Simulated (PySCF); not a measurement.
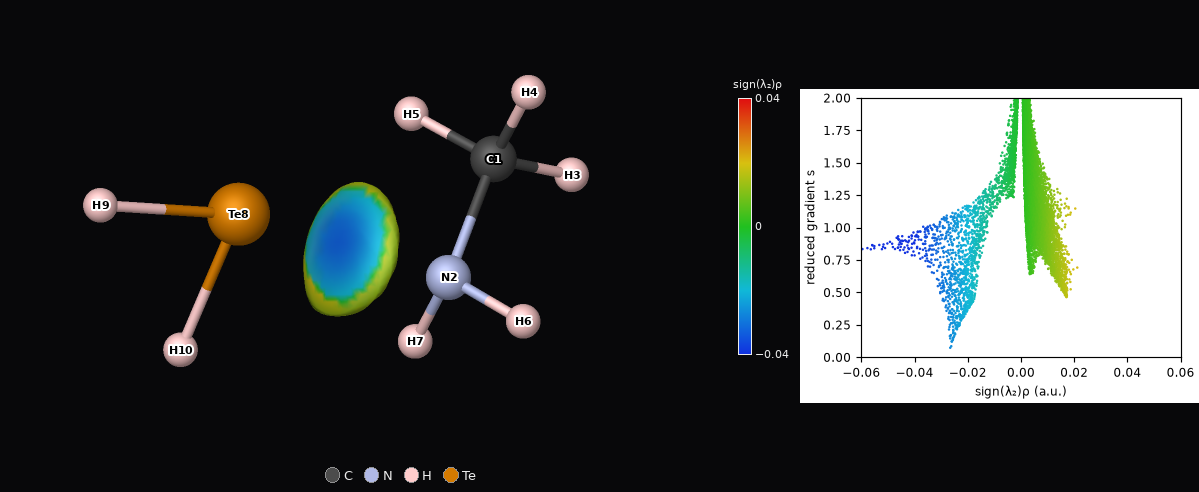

CH₇NTe, SMILES `CN.[TeH2]`. Non-covalent interaction surfaces between the fragments (reduced density gradient s = 0.6, coloured by sign(λ₂)ρ in a.u.; trimmed to the region between the fragments where ρ is under 0.06 a.u.). Fragment A: H5CN (atoms 1–7); fragment B: TeH2. The plot gives s against sign(λ₂)ρ for grid points between the fragments.

Method: B3LYP/def2-SVPD; geometry: GFN2-xTB; program: PySCF. Core potentials replace the inner electrons of Te; spin–orbit coupling isn't included. GFN2-xTB bond lengths at metals and heavier atoms can be off by up to 0.1 Å and shapes distorted, which carries into these values.

Cartesian coordinates (Å):

```
C1      -2.7643   -0.5324   -0.0893
N2      -1.9648    0.6671    0.1000
H3      -3.8438   -0.3442   -0.1285
H4      -2.5604   -1.2194    0.7305
H5      -2.4583   -1.0092   -1.0189
H6      -2.2226    1.1271    0.9669
H7      -2.1368    1.3242   -0.6535
Te8      0.7748   -0.0483    0.0197
H9       2.4239   -0.1806   -0.2249
H10      0.8494    1.3386   -0.8587
```

Interpret the surfaces between the fragments.

Answer. Bond critical points between the fragments: N2···Te8, 2.83 Å, ρ = 0.027 a.u. It appears blue (attractive, sign(λ₂)ρ well below zero). The pose is a local one from a semi-empirical search, not shown to be the most stable.

How strongly are they bound?

Answer. The counterpoise-corrected interaction energy of the frozen fragments is −1.0 kcal/mol without dispersion correction and −4.3 kcal/mol with D3(BJ). The pair geometry is semi-empirical, not a minimum at this level.

Cost of the run: 87 s on 1 thread of Intel(R) Xeon(R) Processor @ 2.50GHz (Skylake/Cascade Lake), on a shared host, peak memory 0.59 GiB.
